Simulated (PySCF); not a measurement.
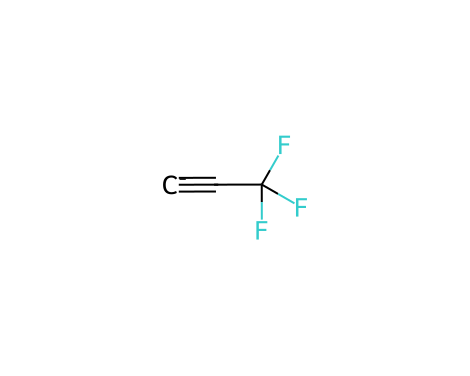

The drawing above gives the connectivity. The species has charge −1 and is a spin singlet. The computed structure is the end point of a GFN2-xTB optimisation. No frequency run is at hand to confirm it as a minimum.

Describe the 3D structure.

The species is C3F3(-). Its SMILES string is `[C-]#CC(F)(F)F`. It has no ring. Among its groups: C–F bond. This geometry has C3v symmetry. Coordination: 1 C linear; 1 C tetrahedral.

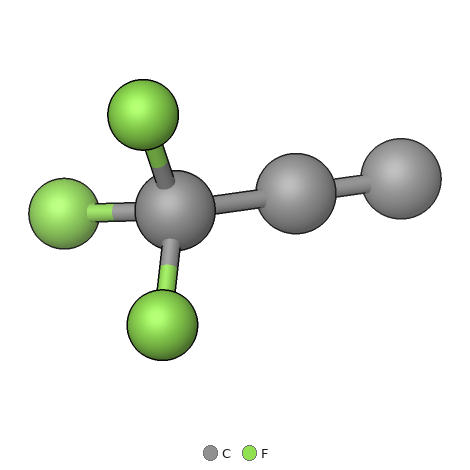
